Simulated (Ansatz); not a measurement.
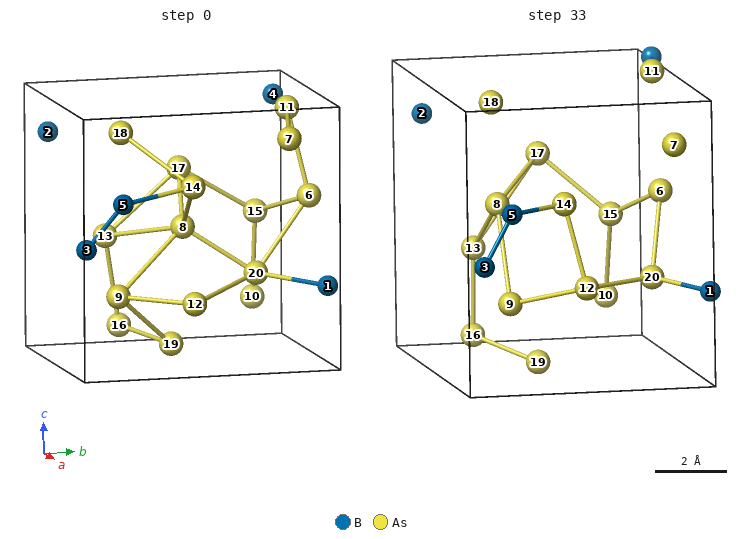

The structure of an amorphous cell of composition BAs3 (coarse preliminary run) before (left) and after (right) a relaxation, at one scale.

The picture is a ball-and-stick view of the cell of the calculation (origin shifted), seen slightly off an axis.

Case: the last frame of the dynamics.

All numbers below come from DFT PBE, scalar-relativistic, plane waves, PAW (Ansatz 0.2.0).

The input:
```yaml
crystal:
  lattice:
    - [7.115002, 0.121684, -0.076226]
    - [0.121684, 7.457979, 0.065573]
    - [-0.076226, 0.065573, 7.560504]
  atoms:
    - { symbol: B, position: [0.9646903829, 0.4482283442, 0.9104449521] }
    - { symbol: B, position: [0.2118118391, 0.5316479672, 0.4355206389] }
    - { symbol: B, position: [0.0633577074, 0.4840148922, 0.1050868347] }
    - { symbol: B, position: [0.3400332973, 0.3813500448, 0.5555131089] }
    - { symbol: B, position: [0.0980279021, 0.6209619361, 0.2768306581] }
    - { symbol: As, position: [0.6582982195, 0.4470378187, 0.2115505376] }
    - { symbol: As, position: [0.9942822654, 0.2945530656, 0.4809474934] }
    - { symbol: As, position: [0.6456263115, 0.955581772, 0.1145288441] }
    - { symbol: As, position: [0.7551505488, 0.6789150133, 0.8760843103] }
    - { symbol: As, position: [0.1724310502, 0.335318716, 0.7644396794] }
    - { symbol: As, position: [0.6305377287, 0.3688623645, 0.5460212971] }
    - { symbol: As, position: [0.9867422261, 0.9236745997, 0.8684740627] }
    - { symbol: As, position: [0.3642953162, 0.7175100138, 0.0519188081] }
    - { symbol: As, position: [0.0191492654, 0.911936731, 0.3191476827] }
    - { symbol: As, position: [0.3026734261, 0.318002093, 0.1094886693] }
    - { symbol: As, position: [0.2586023629, 0.7942301829, 0.6944756249] }
    - { symbol: As, position: [0.361985458, 0.0067290992, 0.2969635593] }
    - { symbol: As, position: [0.8008083406, 0.6804395006, 0.5058991223] }
    - { symbol: As, position: [0.613127943, 0.9159212714, 0.6663370015] }
    - { symbol: As, position: [0.6887607857, 0.2312363929, 0.9320652046] }
  symmetry: { detect: false }
basis:
  ecutwfc: 420
kpoints:
  mp_grid: { grid: [2, 2, 2], shift: [0.5, 0.5, 0.5] }
hamiltonian:
  xc: pbe
scf:
  occupations: { method: gaussian, width: 0.1 }
  lower_state_search: "off"
output:
  forces: true
  stress: true
  eigenvalues: true
relax:
  adjacent_minimum: "off"
  f_tol: 0.04
  max_steps: 70
  cell: { stress_tol: 0.3 }
```

Launched with:
```bash
ansatz run input.yaml --threads 2 --pin off --max-ram 5120MiB --backend cpu --events-out ev --progress --plain --runs-dir out
```

### Summarise the run.

The run was cut off at its time limit before the relaxation converged, so the last structure is only a point on the way. The atom that moves furthest relative to the cell is As8 (1.71 Å along [−1 −3 1]). Largest moves by element: As 1.71 Å, B 0.97 Å. The drawn cell changes as follows: a 7.116 → 7.271 Å (+2.2 %), b 7.459 → 7.075 Å (−5.2 %), c 7.561 → 8.175 Å (+8.1 %), β 91.2° → 97.7°, γ 88.1° → 81.6°; the volume changes by +2.8 %. Some distances before and after: As8–As20 2.487 → 4.913 Å, As12–As19 3.042 → 4.644 Å, B5–As18 2.790 → 4.290 Å, As19–As20 3.172 → 4.591 Å. New bonds form, among them: As12–As14 (3.41 → 2.49 Å), As17–As19 (3.33 → 2.52 Å), As6–As8 (3.85 → 2.53 Å), B2–As16 (2.82 → 2.27 Å). Bonds break, among them: As14–As18 (2.75 → 3.83 Å), As8–As20 (2.49 → 4.91 Å). Among the angles between lasting bonds that change: As8–As13–As16 102.8° → 138.7°, As12–As9–As18 83.9° → 116.3°, B1–As10–B4 143.0° → 114.2°. Over 30 accepted moves (33 points after the start) the energy falls by 316 meV per atom. Largest force component: 1.8 eV/Å at the start, 0.22 eV/Å at the end. Pressure: −1.20 GPa at the start and −0.11 GPa at the end. The line search rejected the trial steps at points 14, 20, 30 of the run.

Limits of the set-up: the periodic images lie only 7.1 Å apart, so the values are limited by the cell's size.
